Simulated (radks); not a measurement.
**The Coulomb parameter U of the 4d shell of Mo**

Aim: U as the second difference [E(n + 0.5) + E(n − 0.5) − 2E(n)]/0.5², with all orbitals relaxed. Bare: the atom's charge changes with n. Screened: the 5s shell takes up the change. The start is a model configuration, not necessarily the ground state.

The numbers are computed with radks (a radial shooting solver on a logarithmic mesh, Libxc functionals) version 1 (scalar-relativistic Kohn-Sham, r2SCAN, spin-unpolarised, spherical densities, finite nucleus), except any that are marked as measured or tabulated.

## (1) The atom as given

| Quantity | Value |
| --- | --- |
| element | molybdenum (Z = 42) |
| charge | 0 |
| electrons | 42 |
| configuration | [Kr] 4d4.5 5s1.5 |
| nuclear rms radius | 4.4091 fm |

In the logs a row gives level, spin channel, occupation and eigenvalue; Etot, Ekin, Encl (electron-nucleus), Eh (Hartree) and Exc are energies, all in hartree; err is the last residual, it the number of iterations.

## (2) Start: [Kr] 4d4.5 5s1.5

Settings of this run:

```text
Z 42
configuration [Kr] 4d4.5 5s1.5
relativity scalar-relativistic
functional r2scan,r2scan
spin unpolarised
nucleus finite rms 4.4091 fm
c 137.035999084
```

The log of the run:

```text
1s      1   2.0000        -730.11442349
2s      1   2.0000        -103.61598230
2p      1   6.0000         -92.54280007
3s      1   2.0000         -17.88287178
3p      1   6.0000         -14.21835581
3d      1  10.0000          -8.27502725
4s      1   2.0000          -2.48542672
4p      1   6.0000          -1.50584463
4d      1   4.5000          -0.17081293
5s      1   1.5000          -0.16729797
Etot -4049.1315611484224
Ekin 4175.054377191296
Encl -9755.904105325917
Eh 1655.5330563615403
Exc -123.8148893753419
err 2.539128908555049e-07
it 13
```

5s is the highest filled level (-4.552 eV).

Sizes of the orbitals, from the radial functions (bohr):

| level | occupation | energy (eV) | <r> | outermost maximum (interpolated) | 90 % within | nodes |
| --- | --- | --- | --- | --- | --- | --- |
| 2p | 6 | -2518.2 | 0.1340 | 0.104 | 0.218 | 0 |
| 3s | 2 | -486.62 | 0.4278 | 0.383 | 0.632 | 2 |
| 3p | 6 | -386.90 | 0.4299 | 0.377 | 0.649 | 1 |
| 3d | 10 | -225.17 | 0.4153 | 0.324 | 0.663 | 0 |
| 4s | 2 | -67.632 | 1.110 | 0.990 | 1.62 | 3 |
| 4p | 6 | -40.976 | 1.236 | 1.07 | 1.84 | 2 |
| 4d | 4.5 | -4.648 | 1.924 | 1.37 | 3.18 | 1 |
| 5s | 1.5 | -4.552 | 3.516 | 2.94 | 5.26 | 4 |

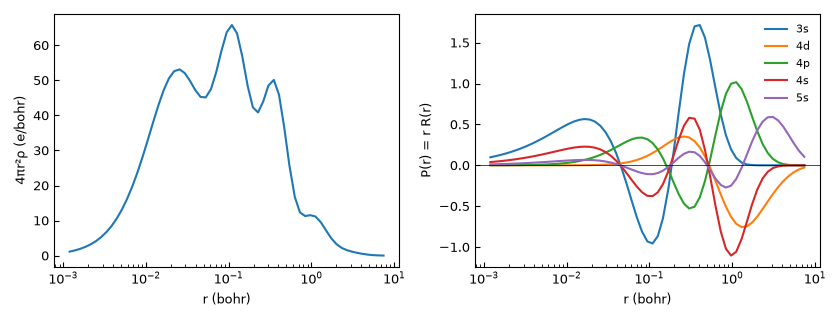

Radial density (left) and radial functions of outer levels (right).

## (3) Bare +0.5: [Kr] 4d5 5s1.5

Settings, as their differences from step 2:

```diff
@@ -1,3 +1,3 @@
 Z 42
-configuration [Kr] 4d4.5 5s1.5
+configuration [Kr] 4d5 5s1.5
 relativity scalar-relativistic
```

The log of the run:

```text
1s      1   2.0000        -729.96064814
2s      1   2.0000        -103.46017672
2p      1   6.0000         -92.38709191
3s      1   2.0000         -17.72724993
3p      1   6.0000         -14.06272216
3d      1  10.0000          -8.11926676
4s      1   2.0000          -2.33180623
4p      1   6.0000          -1.35421929
4d      1   5.0000          -0.03270153
5s      1   1.5000          -0.06053365
Etot -4049.181272133854
Ekin 4175.087265624594
Encl -9762.29666861684
Eh 1661.9665041754222
Exc -123.93837331702957
err 4.5756596807024616e-07
it 13
```

E − E(step 2, start: [Kr] 4d4.5 5s1.5) = -1.353 eV. Highest occupied level: 4d at -0.890 eV.

## (4) Bare -0.5: [Kr] 4d4 5s1.5

Settings, as their differences from step 3:

```diff
@@ -1,3 +1,3 @@
 Z 42
-configuration [Kr] 4d5 5s1.5
+configuration [Kr] 4d4 5s1.5
 relativity scalar-relativistic
```

The log of the run:

```text
1s      1   2.0000        -730.29931910
2s      1   2.0000        -103.80349961
2p      1   6.0000         -92.73021066
3s      1   2.0000         -18.06970053
3p      1   6.0000         -14.40519282
3d      1  10.0000          -8.46205478
4s      1   2.0000          -2.66797264
4p      1   6.0000          -1.68543584
4d      1   4.0000          -0.33365323
5s      1   1.5000          -0.29054021
Etot -4049.006325598144
Ekin 4174.949370166998
Encl -9748.21859755666
Eh 1647.9219621013217
Exc -123.65906030980292
err 3.6256069959228126e-07
it 13
```

Energy against step 2 (start: [Kr] 4d4.5 5s1.5): +3.408 eV. The top filled level is 5s, -7.906 eV.

## (5) Screened +0.5: [Kr] 4d5 5s1

Settings, as their differences from step 4:

```diff
@@ -1,3 +1,3 @@
 Z 42
-configuration [Kr] 4d4 5s1.5
+configuration [Kr] 4d5 5s1
 relativity scalar-relativistic
```

The log of the run:

```text
1s      1   2.0000        -730.06342060
2s      1   2.0000        -103.56154651
2p      1   6.0000         -92.48851576
3s      1   2.0000         -17.82897359
3p      1   6.0000         -14.16444161
3d      1  10.0000          -8.22088883
4s      1   2.0000          -2.43516646
4p      1   6.0000          -1.45851036
4d      1   5.0000          -0.13656192
5s      1   1.0000          -0.14785312
Etot -4049.1295160286872
Ekin 4175.0382620061255
Encl -9757.922287920119
Eh 1657.636294769667
Exc -123.88178488436111
err 3.8049242847413e-07
it 13
```

Energy against step 2 (start: [Kr] 4d4.5 5s1.5): +0.056 eV. The top filled level is 4d, -3.716 eV.

## (6) Screened -0.5: [Kr] 4d4 5s2

Settings, as their differences from step 5:

```diff
@@ -1,3 +1,3 @@
 Z 42
-configuration [Kr] 4d5 5s1
+configuration [Kr] 4d4 5s2
 relativity scalar-relativistic
```

The log of the run:

```text
1s      1   2.0000        -730.17106742
2s      1   2.0000        -103.67656149
2p      1   6.0000         -92.60321649
3s      1   2.0000         -17.94259781
3p      1   6.0000         -14.27809586
3d      1  10.0000          -8.33503643
4s      1   2.0000          -2.54018928
4p      1   6.0000          -1.55723482
4d      1   4.0000          -0.20825729
5s      1   2.0000          -0.18566681
Etot -4049.12517929997
Ekin 4175.064400462327
Encl -9753.66815979176
Eh 1653.2223729207262
Exc -123.7437928912641
err 2.1968395888900846e-07
it 13
```

Energy against step 2 (start: [Kr] 4d4.5 5s1.5): +0.174 eV. 5s is the highest filled level (-5.052 eV).

## (7) Summary of results

```
                  quantity  value (eV)
                   U, bare       8.221
         U, screened by 5s       0.917
F0(4d,4d), frozen orbitals      13.023
```

What this shows: Relaxing the orbitals brings U down to 63 % of the Slater integral F0. Letting 5s compensate leaves 11 % of the bare value; this second difference measures U(4d,4d) + U(5s,5s) − 2U(4d,5s). The step up makes a negative ion, whose loosely bound charge lowers the bare value. A solid screens further than the bare atom, so the bare value is an upper guide for the U of a crystal.
